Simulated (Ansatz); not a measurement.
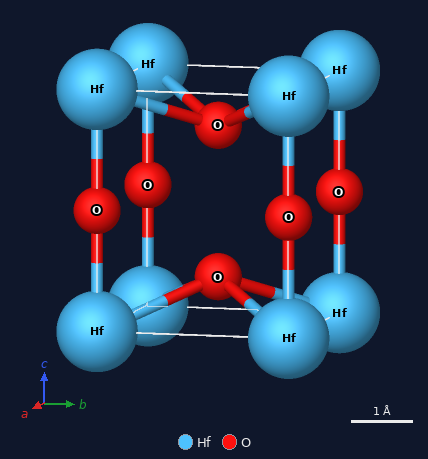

This ball-and-stick model is shown slightly off an axis. The simulation cell is outlined; an atom on or near a face, edge or corner is repeated at each equivalent position.

```
CELL_PARAMETERS angstrom
3.28665 0.00000 0.00000
0.00000 3.28665 0.00000
0.00000 0.00000 4.05107
ATOMIC_POSITIONS crystal
Hf 0.00000 0.00000 0.00000
O 0.50000 0.50000 0.81267
O 0.00000 0.00000 0.50000
O 0.50000 0.50000 0.18733
```

Level of theory and settings: Ansatz, DFT PBE, scalar-relativistic, plane waves, PAW, an energy cutoff of 420 eV, Brillouin-zone sampling on a 14×14×12 mesh, Gaussian smearing of 0.1 eV, no spin polarisation.

Give the Bader charge of each element.

Hf +2.51 e; O -1.13 to -0.69 e.

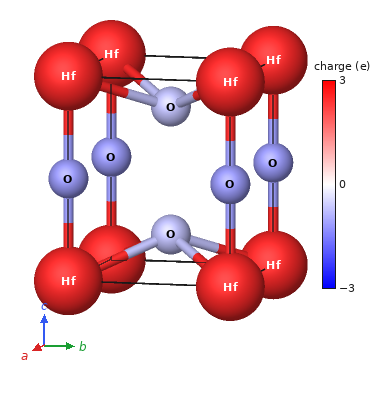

The atoms coloured by those charges.

Starting structure: a structure type filled with these elements by a generator (whether the compound takes this form wasn't checked). Earlier steps of the study, as a rule a relaxation of our own, may have changed the cell and positions, so they can lie some per cent off the listed ones. It went into a calculation with Ansatz.
